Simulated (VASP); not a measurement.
Data:

```
CELL_PARAMETERS angstrom
     -1.91325     1.91325     6.20864
      1.91325    -1.91325     6.20864
      1.91325     1.91325    -6.20864
ATOMIC_POSITIONS crystal
  Sr 0.64363 0.64363 0.00000
  Pr 0.35916 0.35916 0.00000
  V  0.00192 0.00192 0.00000
  O  0.99412 0.49412 0.50000
  O  0.49412 0.99412 0.50000
  O  0.83610 0.83610 0.00000
  O  0.17096 0.17096 0.00000
```

These are PBEsol GGA, VASP's PBE PAW potentials (set 64) (plane waves; VASP) values and carry that method's errors. Run with 520 eV cut-off, 13×13×13 Γ-centred mesh, tetrahedra with Blöchl corrections, potentials Sr_sv Pr_3 V_sv O.

The 4f electrons are frozen in the core of the lanthanide potential, so 4f levels, which can set the real gap, and their magnetism are missing. The run has a spin-polarised start.

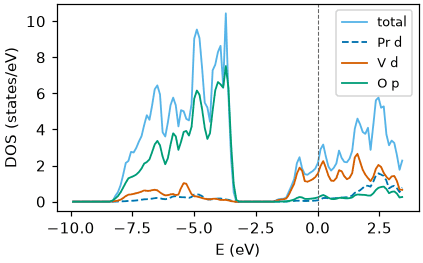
Total and projected density of states, zero at the Fermi level

Within 2 eV below the Fermi level the largest weight inside VASP's projection spheres is V d.

It has no gap at this level: it comes out as a metal or semimetal.

The structure comes from a computed database's SrPrVO4 entry (I4mm); how it stands against other phases isn't given here. It was relaxed first, which changed the volume by -6 %.
